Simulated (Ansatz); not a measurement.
BCl$_{2}$F$_{2}$: several calculations on one system

**1. Relaxation**

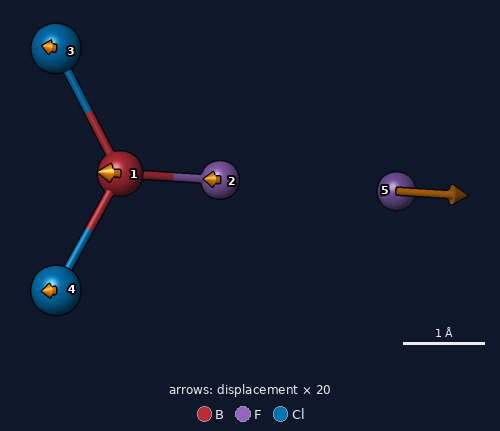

This is a relaxation of BCl2F2 (multiplicity 2). The starting structure is drawn; orange arrows show the displacements, magnified 20 times. The two geometries are superimposed by the best rigid fit.

The picture is a ball-and-stick view, seen at a tilt.

The run prepares an end point of a later path (reaction) calculation, from a guessed geometry.

Level of theory: UKS r2SCAN/cc-pVDZ in Ansatz. (collinear spin; force threshold 0.03 eV/Å; at most 50 steps)

Q: What happened in the run?

A: The energy falls by 0.002 eV in 2 geometry steps. The largest force component goes from 0.24 to 0.0059 eV/Å. The atom that moves furthest after the best rigid fit is F5 (0.049 Å). By element the largest moves are F 0.049 Å, B 0.016 Å, Cl 0.010 Å. Among the contacts that change: B1–F2 1.326 → 1.330 Å. The run took 27 s on 4 threads of Intel(R) Xeon(R) Platinum 8223CL CPU @ 3.00GHz (Skylake/Cascade Lake), with other jobs on the host, peak memory 0.27 GiB.

Limits of the set-up: the start holds two separate molecules, 2.3 Å apart at their closest, whose relative position is a soft coordinate and is computed without a dispersion correction.

**2. Relaxation**

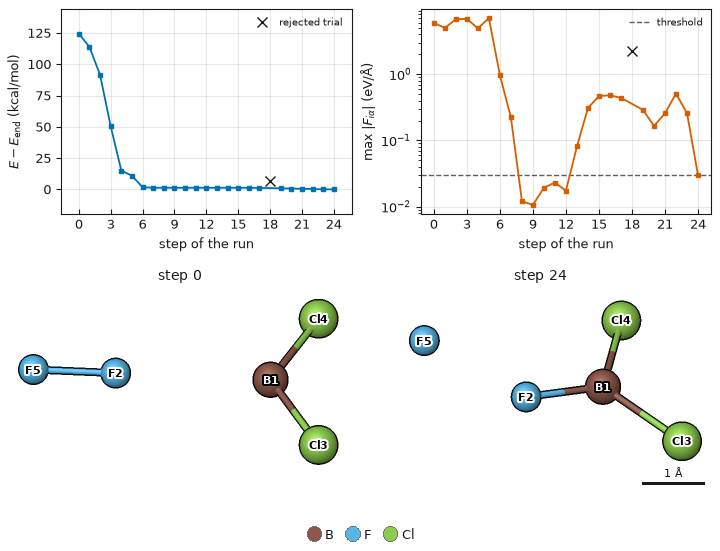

First and last geometry of a relaxation of BCl$_{2}$F$_{2}$ (multiplicity 2), with the history of the run. A ball-and-stick model, seen from a free direction.

The run prepares an end point of a later path (reaction) calculation, from a guessed geometry.

Computed with UKS r2SCAN/cc-pVDZ in Ansatz 0.2.0. Set-up: collinear spin; force threshold 0.03 eV/Å; at most 50 steps.

Question: What do the curves and the structures tell?

Answer: It converged. After 23 accepted moves (24 points after the start) the energy has fallen by 124.5 kcal/mol. The largest force component goes from 6 to 0.03 eV/Å. The line search rejected the trial step at point 18 of the run. The forces were under the threshold at step 8, but the run went on from there. The atom that moves furthest after the best rigid fit is F2 (1.07 Å). Largest moves by element: F 1.07 Å, Cl 0.93 Å, B 0.51 Å. Among the contacts that change: B1–F2 2.515 → 1.335 Å, F2–F5 1.335 → 2.262 Å, B1–Cl3 1.733 → 1.748 Å, B1–Cl4 1.733 → 1.742 Å. New bonds form, among them: B1–F2 (2.52 → 1.34 Å). Bonds break, among them: F2–F5 (1.34 → 2.26 Å). Bond angles that change, for instance: Cl3–B1–Cl4 126.4° → 122.4°. The run took 2.1 min on 4 threads of Intel(R) Xeon(R) Platinum 8223CL CPU @ 3.00GHz (Skylake/Cascade Lake), on a shared host, peak memory 0.26 GiB.

Limits of the set-up: the start holds two separate molecules, 2.5 Å apart at their closest, whose relative position is a soft coordinate and is computed without a dispersion correction.

**3. Path**

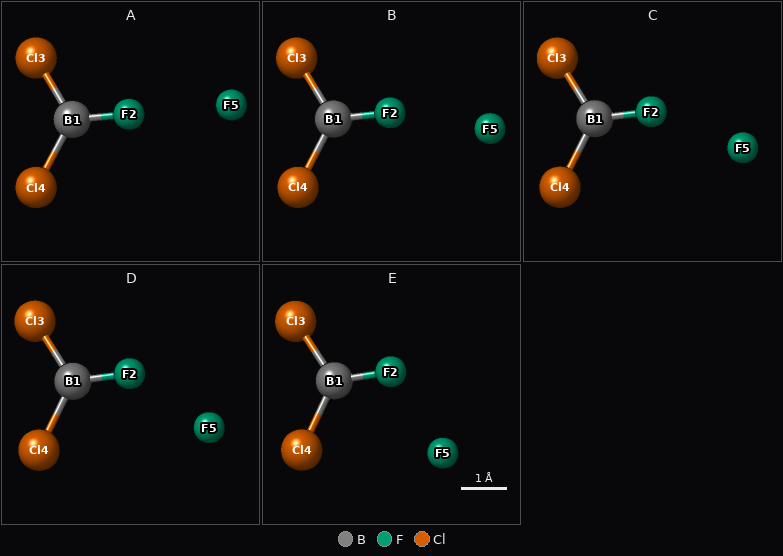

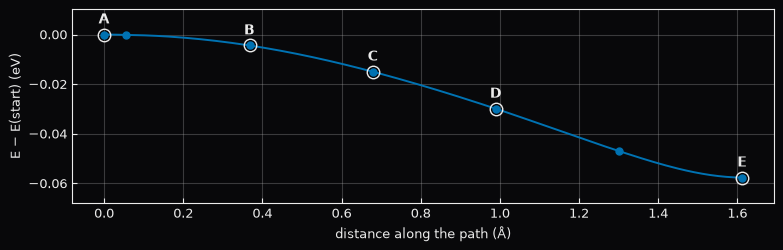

NEB run on BCl2F2 (multiplicity 2), made up at the start of BCl2F and F. Images are numbered from 0 (start) to 6 (end). Frames A to E are images 0, 2, 3, 4, 6. The picture is a ball-and-stick view, seen at a tilt.

All numbers below come from UKS r2SCAN/cc-pVDZ (Ansatz 0.2.0). Run with 5 movable images; climbing image; force threshold 0.03 eV/Å; iteration limit 58; starting path through a guess of the saddle point.

**Read off the barrier and say what moves.**

No bond forms or breaks between the ends. No barrier shows: the energy is highest at the start, and the end lies 0.058 eV below the start. The band converged in 31 iterations. The largest component of the band force went from 15 to 0.029 eV/Å.

Limits of the set-up: the start holds two separate molecules, 2.4 Å apart at their closest, whose relative position is a soft coordinate and is computed without a dispersion correction.
